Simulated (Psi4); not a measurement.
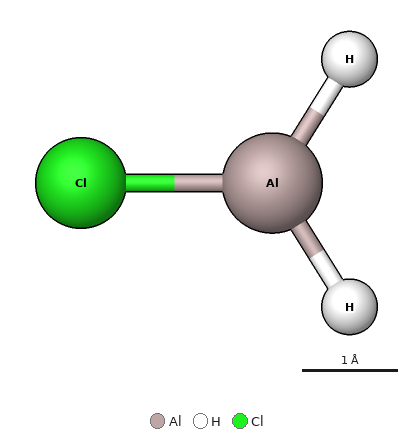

**Figure 1.** The structure as given in the input (ball-and-stick view, seen on its broad side). Sticks mark near contacts. Bond lengths as drawn: Al–Cl 2.01 Å and Al–H 1.54 Å.

**Field calculation of AlH2Cl**

The run: field calculation of AlH2Cl, SMILES [H][Al]([H])[Cl]. Method and program: HF/cc-pVTZ, RHF, dispersion D3(BJ), in an applied electric field, ddCOSMO solvent water (Psi4 1.11).

The geometry comes from this level: GFN2-xTB.

Output
```
Psi4 1.11 release

  PCM or DDX continuum solvation does not make use of molecular symmetry: further calculations in C1 point group.

   => Loading Basis Set <=

    Name: CC-PVTZ
    Role: ORBITAL
    Keyword: BASIS

   => HF-D3(BJ): Empirical Dispersion <=

        s6 =       1.000000
        s8 =       0.917100
        a1 =       0.338500
        a2 =       2.883000

         ---------------------------------------------------------
                                   SCF
                              RHF Reference
                        1 Threads,   1525 MiB Core
         ---------------------------------------------------------

  ==> Geometry <==

    Molecular point group: c1
    Full point group: C1

    Geometry (in Angstrom), charge = 0, multiplicity = 1:

       Center              X                  Y                   Z               Mass
    ------------   -----------------  -----------------  -----------------  -----------------
         AL           0.004584545842     0.912397827241     0.568667100133    26.981538530000
         H            0.004584545842     0.912397827241     2.106215100133     1.007825032230
         H            0.004584545842     2.292855121123    -0.108587969516     1.007825032230
         CL          -0.003801638607    -0.796372461505    -0.496349481583    34.968852682000

  Running in c1 symmetry.

  Rotational constants: A =      4.91165  B =      0.24372  C =      0.23220 [cm^-1]
  Rotational constants: A = 147247.41803  B =   7306.51613  C =   6961.10541 [MHz]
  Nuclear repulsion =   72.953681972968482

  Charge       = 0
  Multiplicity = 1
  Electrons    = 32
  Nalpha       = 16
  Nbeta        = 16

  ==> Algorithm <==

  SCF Algorithm Type is DISK_DF.
  DIIS enabled.
  MOM disabled.
  Fractional occupation disabled.
  Guess Type is SAD.
  Energy threshold   = 1.00e-06
  Density threshold  = 1.00e-06
  Integral threshold = 1.00e-12

  ==> Primary Basis <==

  Basis Set: CC-PVTZ
    Blend: CC-PVTZ
    Number of shells: 36
    Number of basis functions: 96
    Number of Cartesian functions: 108
    Spherical Harmonics?: true
    Max angular momentum: 3

   => Loading Basis Set <=

    Name: (CC-PVTZ AUX)
    Role: JKFIT
    Keyword: DF_BASIS_SCF

  +----------------------------------------------------------------+
  |                                                                |
  |                        888      888 Y8b    d8Y                 |
  |                        888      888  Y8b  d8Y                  |
  |                        888      888   Y8888Y                   |
  |                    .d88888  .d88888    Y88Y                    |
  |                   d88  888 d88  888    d88b                    |
  |                   888  888 888  888   d8888b                   |
  |                   Y88b 888 Y88b 888  d8Y  Y8b                  |
  |                     Y88888   Y88888 d8Y    Y8b                 |
  |                                                                |
  |                              |
  |                         Version: 0.7.0                         |
  |                                                                |
  +----------------------------------------------------------------+
    enable_fmm              = True
    eta                     = 0.1
    fmm_local_lmax          = 6
    fmm_multipole_lmax      = 9
    incore                  = False
    jacobi_n_diis           = 20
    lmax                    = 9
    logfile                 =
    maxiter                 = 100
    n_lebedev               = 302
    n_proc                  = 1
    shift                   = -1.0
    solvent_kappa           = 0.0
    solvent_epsilon         = 78.3553
    solvent_epsilon_optical = 1.776
    tol                     = 1e-08

    DDX numerical integration setup:

    dft_block_scheme     = ATOMIC
    dft_nuclear_scheme   = BECKE
    dft_pruning_scheme   = ROBUST
    dft_radial_points    = 35
    dft_radial_scheme    = BECKE
    dft_spherical_points = 110

    Cavity sphere setup (in Angstrom):

    Charge       X            Y            Z          Radius
    ------   ----------   ----------   ----------   ----------
     13.00     0.004585     0.912398     0.568667     2.474450
      1.00     0.004585     0.912398     2.106215     1.587300
      1.00     0.004585     2.292855    -0.108588     1.587300
     17.00    -0.003802    -0.796372    -0.496349     2.170850

    Cavity sphere setup (in Bohr):

    Charge       X            Y            Z          Radius
    ------   ----------   ----------   ----------   ----------
     13.00     0.008664     1.724182     1.074625     4.676033
      1.00     0.008664     1.724182     3.980170     2.999562
      1.00     0.008664     4.332868    -0.205202     2.999562
     17.00    -0.007184    -1.504926    -0.937965     4.102312

  ==> Integral Setup <==

  ==> DiskDFJK: Density-Fitted J/K Matrices <==

    J tasked:                  Yes
    K tasked:                  Yes
    wK tasked:                  No
    Integrals threads:           1
    Memory [MiB]:             1144
    Algorithm:                Core
    Integral Cache:           NONE
    Schwarz Cutoff:          1E-12
    Fitting Condition:       1E-10

   => Auxiliary Basis Set <=

  Basis Set: (CC-PVTZ AUX)
    Blend: CC-PVTZ-JKFIT
    Number of shells: 94
    Number of basis functions: 302
    Number of Cartesian functions: 360
    Spherical Harmonics?: true
    Max angular momentum: 4

  Perturbing V by -0.020000 mu(y).
  Minimum eigenvalue in the overlap matrix is 2.9801530582E-03.
  Reciprocal condition number of the overlap matrix is 6.4273685110E-04.
    Using symmetric orthogonalization.

  ==> Pre-Iterations <==

  SCF Guess: Superposition of Atomic Densities via on-the-fly atomic UHF (no occupation information).

   -------------------------
    Irrep   Nso     Nmo
   -------------------------
     A         96      96
   -------------------------
    Total      96      96
   -------------------------

  ==> Iterations <==

                           Total Energy        Delta E     RMS |[F,P]|

   @DF-RHF iter SAD:  -702.17267970566706   -7.02173e+02   0.00000e+00
   @DF-RHF iter   1:  -702.68999962000862   -5.17320e-01   1.88890e-03 ADIIS/DIIS
   @DF-RHF iter   2:  -702.70550407104042   -1.55045e-02   6.09064e-04 ADIIS/DIIS
   @DF-RHF iter   3:  -702.70709534561354   -1.59127e-03   1.17379e-04 ADIIS/DIIS
   @DF-RHF iter   4:  -702.70728704474459   -1.91699e-04   2.76290e-05 DIIS
   @DF-RHF iter   5:  -702.70729908245823   -1.20377e-05   7.31563e-06 DIIS
   @DF-RHF iter   6:  -702.70729990292239   -8.20464e-07   1.26537e-06 DIIS
   @DF-RHF iter   7:  -702.70729992360111   -2.06787e-08   2.06463e-07 DIIS
  Energy and wave function converged.

  ==> Post-Iterations <==

    Orbital Energies [Eh]
    ---------------------

    Doubly Occupied:

       1A   -104.841302     2A    -58.462785     3A    -10.571366
       4A     -8.037902     5A     -8.037037     6A     -8.036929
       7A     -4.880117     8A     -3.194136     9A     -3.193864
      10A     -3.191506    11A     -1.113845    12A     -0.595939
      13A     -0.509345    14A     -0.504415    15A     -0.470890
      16A     -0.381913

    Virtual:

      17A      0.096449    18A      0.108246    19A      0.181421
      20A      0.217563    21A      0.257780    22A      0.283141
      23A      0.286997    24A      0.299338    25A      0.326780
      26A      0.343893    27A      0.353968    28A      0.391345
      29A      0.427972    30A      0.492464    31A      0.549702
      32A      0.567007    33A      0.613326    34A      0.624582
      35A      0.691598    36A      0.721003    37A      0.730602
      38A      0.741678    39A      0.746742    40A      0.875079
      41A      0.885469    42A      0.953064    43A      0.956000
      44A      0.960893    45A      0.970000    46A      0.977994
      47A      1.092064    48A      1.140648    49A      1.184964
      50A      1.240268    51A      1.254730    52A      1.298969
      53A      1.317783    54A      1.374292    55A      1.393013
      56A      1.639570    57A      1.692756    58A      1.827171
      59A      2.248362    60A      2.249473    61A      2.287384
      62A      2.289364    63A      2.337229    64A      2.342143
      65A      2.362401    66A      2.364434    67A      2.395196
      68A      2.427409    69A      2.443737    70A      2.478287
      71A      2.588096    72A      2.603707    73A      2.647263
      74A      2.794691    75A      2.893189    76A      2.921727
      77A      3.183040    78A      3.265176    79A      3.503296
      80A      3.578728    81A      3.650908    82A      3.714304
      83A      3.775943    84A      3.848592    85A      3.850394
      86A      3.879677    87A      3.997932    88A      4.138676
      89A      4.161449    90A      4.297415    91A      4.347464
      92A      4.399093    93A      4.587571    94A      4.870896
      95A      4.922257    96A      5.364843

    Final Occupation by Irrep:
              A
    DOCC [    16 ]
    NA   [    16 ]
    NB   [    16 ]

  @DF-RHF Final Energy:  -702.70729992360111

   => Energetics <=

    Nuclear Repulsion Energy =             72.9536819729684822
    One-Electron Energy =               -1119.1936328579531619
    Two-Electron Energy =                 343.5607939339557220
    DD Solvation Energy =                 -0.0091654058679012
    Total Energy =                       -702.7072999236011128

Computation Completed

Properties will be evaluated at   0.000000,   0.000000,   0.000000 [a0]

Properties computed using the SCF density matrix

 Multipole Moments:

 ------------------------------------------------------------------------------------
     Multipole            Electronic (a.u.)      Nuclear  (a.u.)        Total (a.u.)
 ------------------------------------------------------------------------------------

 L = 1.  Multiply by 2.5417464519 to convert [e a0] to [Debye]
 Dipole X            :          0.0000175            0.0078241            0.0078416
 Dipole Y            :         -1.6902557            2.8876770            1.1974213
 Dipole Z            :         -1.5625494            1.7996963            0.2371468
 Magnitude           :                                                    1.2207039

 ------------------------------------------------------------------------------------

	total time  =         17 seconds =       0.28 minutes

    Psi4 run time: 0:00:17.20
```

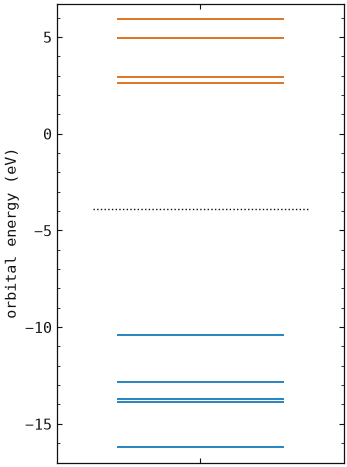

**Figure 2.** Orbital energies near the frontier; the dotted line parts filled from empty levels, and levels within 0.02 eV of each other stand side by side. Highest filled −10.39 eV, lowest empty 2.62 eV, 13.01 eV apart.

This output came from the following input.

Input (alclh2.in)
```
memory 1600 mb

molecule geom {
  0 1
  Al
  H 1 1.537548
  H 1 1.53764 2 116.13266
  Cl 1 2.013511 2 121.93353 3 -179.71881
  units angstrom
  symmetry c1
  no_reorient
  no_com
}

set {
  scf_type disk_df
  perturb_h true
  perturb_with dipole
  perturb_dipole [-0.0, -0.02, -0.0]
  ddx true
  ddx_model cosmo
  ddx_solvent water
  ddx_radii_set uff
}

result, w = energy("hf-d3bj2b/cc-pVTZ", return_wfn=True)
```

Launch command:
```bash
psi4 -i alclh2.in -o alclh2.out -n 1
```

Results in brief

- outcome: converged
- total energy: −702.707300 hartree
- dispersion energy: −0.018978 hartree
- solvation energy: −0.009165 hartree
- basis functions: 96
- HOMO: −10.39 eV
- LUMO: 2.62 eV
- dipole moment: 3.10 D
- hardware: 1 thread of Intel Xeon @ 2.90GHz (Ice Lake), 64 GiB of memory available, shared host
- wall time: 20 s
- peak memory: 0.38 GiB
